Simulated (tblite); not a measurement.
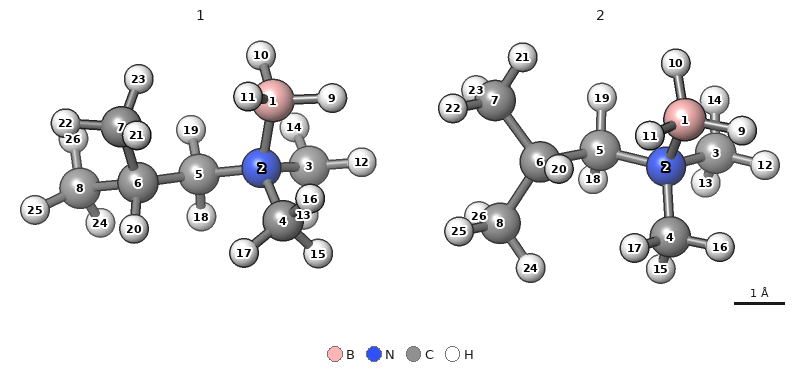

Two geometries of C6H18BN, drawn at one scale. One is the start of a relaxation, the other its converged end. The picture is a ball-and-stick view, seen from a free direction.

The calculation used GFN2-xTB geometry optimisation, gas phase in tblite. 

Question: Which one is relaxed?

Answer: Structure 2 is the relaxed one. After 237 geometry steps the energy has fallen by 117.0 kJ/mol. The largest move after the best rigid fit is that of H21, 2.20 Å. By element the largest moves are H 2.20 Å, C 1.11 Å, B 0.71 Å, N 0.11 Å. Some distances before and after: B1–N2 1.541 → 1.655 Å, N2–C5 1.398 → 1.474 Å, C5–C6 1.472 → 1.538 Å, C8–H24 1.141 → 1.088 Å. Bond angles that change, for instance: C6–C8–H24 103.2° → 111.7°, C5–C6–H20 116.8° → 108.5°, H25–C8–H26 115.5° → 108.0°. Groups turn about C5–C6 by about 75°, N2–C4 by about 45°, C6–C7 by about 30°.
